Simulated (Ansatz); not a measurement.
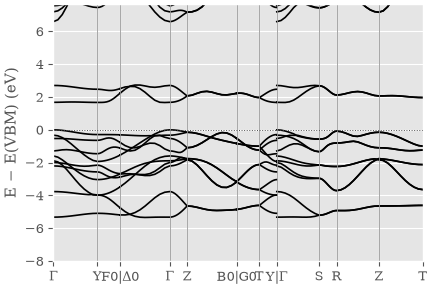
Fig. 1. Band structure from r²SCAN+D4 in the plane-wave PAW code Ansatz

**Question.** Read off the gap and where the band edges lie.

**Answer.** About 1.7 eV (1.66 eV by a search for the band edges); maximum at Γ, minimum on the Δ0–Γ line, 86 % of the way from Δ0.

The material is Br (molecular I2 type, space group No. 64).

Space group Cmce (molecular I2 type). Symmetry was held in the r²SCAN+D4 relaxation. The substance is a gas or liquid at ambient conditions; this is its low-temperature solid. Spin–orbit coupling is left out wherever it is not named.

Potentials: the later of the program's two PAW sets.
